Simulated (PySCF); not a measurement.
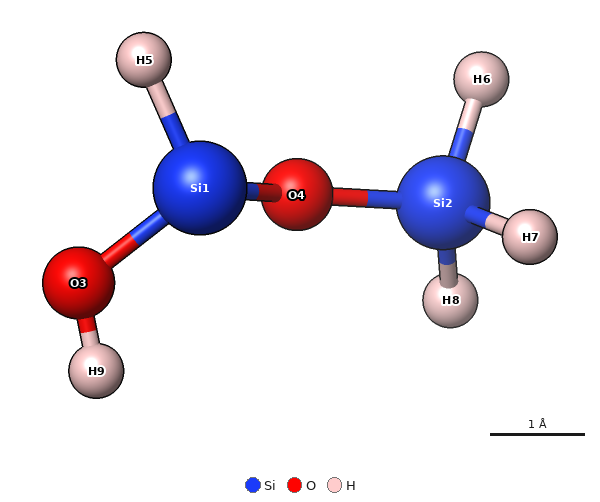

*The structure as given in the input (ball-and-stick view, seen at a tilt; atoms are numbered from 1 in the order of the input).*

Bond lengths as drawn: H–O 0.96 Å, H–Si 1.49 to 1.50 Å and O–Si 1.66 Å.

Si$_{2}$H$_{5}$O$_{2}$: EPR calculation

Si$_{2}$H$_{5}$O$_{2}$, multiplicity 2, computed with UKS B3LYP, IGLO-III on O Si, pcH-1 on H, non-relativistic, mean-field spin-orbit, GIAO (PySCF 2.14.0).

**Output**
```
UKS, coarse grid
  cycle   1  E = -732.43337260  |g| = 8.05e-01
  cycle   2  E = -731.75540545  |g| = 1.54e+00
  cycle   3  E = -732.64800654  |g| = 9.20e-02
  cycle   4  E = -732.65075009  |g| = 5.50e-02
  cycle   5  E = -732.65165269  |g| = 2.35e-02
  cycle   6  E = -732.65184090  |g| = 1.97e-03
  cycle   7  E = -732.65184360  |g| = 7.26e-04
UKS, final grid
  cycle   1  E = -732.65183909  |g| = 5.81e-04
  cycle   2  E = -732.65183910  |g| = 5.80e-04
  cycle   3  E = -732.65183922  |g| = 1.42e-04
  cycle   4  E = -732.65183923  |g| = 2.03e-05
E = -732.65183923 Eh   <S^2> = 0.7517 (exact 0.7500)
g shifts (ppm)      1          2          3
  rmc          -172       -172       -172
  gc             71         61          3
  oz_so       -1408       -874         -7
  total       -1509       -985       -176
hyperfine (MHz)  atom isotope    a_iso     a_fc   dipolar eigenvalues
    0  29Si    -743.65    -744.78   -129.29     63.58     65.72
    1  29Si       0.92       0.90     -0.89      0.05      0.84
    2   17O     -11.49     -11.48    -32.04     15.47     16.57
    3   17O     -33.29     -33.28    -26.86     12.84     14.03
    4    1H     206.52     206.52     -5.58     -1.43      7.01
    5    1H       1.46       1.46     -1.09     -1.04      2.14
    6    1H      -0.10      -0.10     -1.90     -1.51      3.40
    7    1H      -0.21      -0.21     -1.12     -1.00      2.12
    8    1H      -4.08      -4.10     -9.93     -4.27     14.20
```

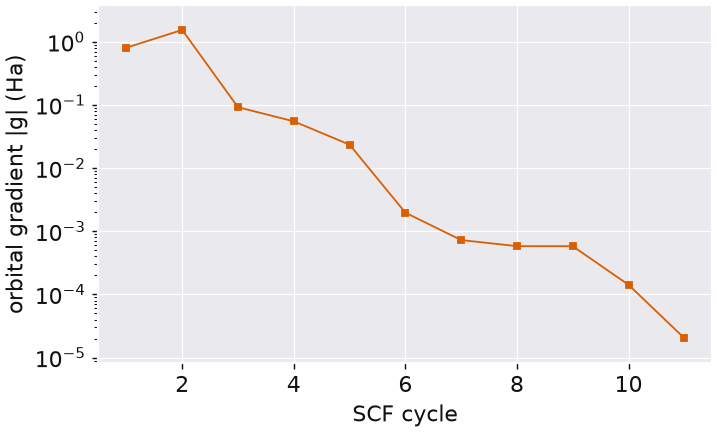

*Convergence of the self-consistent field: orbital gradient |g| against the SCF cycle.*

All cycles printed in the log are drawn one after another.

This output came from the following input.

**Input**
```
{"job": {"kind": "epr"}, "charge": 0, "multiplicity": 2}
Si     1.303840    -0.009539     0.856848
Si    -1.641420    -0.179954    -0.364836
O      2.558771     0.677476     0.012145
O     -0.001412    -0.268289    -0.136333
H      1.838014    -1.328865     1.321357
H     -2.235014    -1.546836    -0.301240
H     -2.265226     0.675218     0.690856
H     -1.914223     0.417523    -1.703540
H      2.400989     1.540063    -0.383742
```

The first line tells a small driver script what to run in PySCF; the rest is the geometry in Å.

Launch command:
```bash
OMP_NUM_THREADS=1 python <driver script> task.json out
```

**Key numbers**

| quantity | value |
| --- | --- |
| outcome | converged |
| total energy | −732.651839 hartree |
| ⟨S²⟩ | 0.752 |
| isotropic g | 2.0014 |
| hardware | 1 CPU thread, shared host |
| wall time | 29 s |
| peak memory | 0.65 GiB |
